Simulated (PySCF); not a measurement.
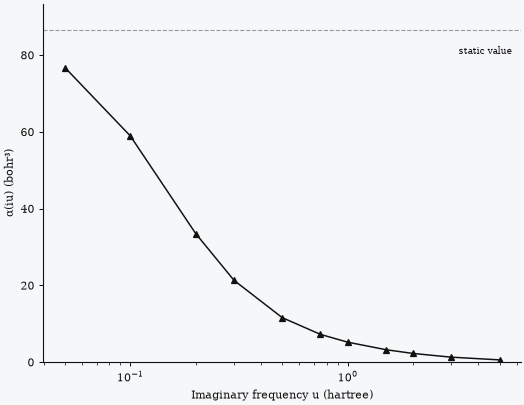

Dipole polarisability at imaginary frequency of the Ag atom ([Kr] 4d⁹ 5s 5p). Coupled response at the HF level; PySCF, x2c-QZVPPall plus 1 diffuse shell for each l, spin-free X2C-1e, unrestricted single determinants, no spin-orbit coupling.

### What follows from the curve?

The static dipole polarisability is 86.4 bohr³; α(iu) falls to half of it near u = 0.15 hartree. The Casimir–Polder integral gives C₆ = 909 hartree bohr⁶ for two such species.

Known limits: determinant is not a pure L term.
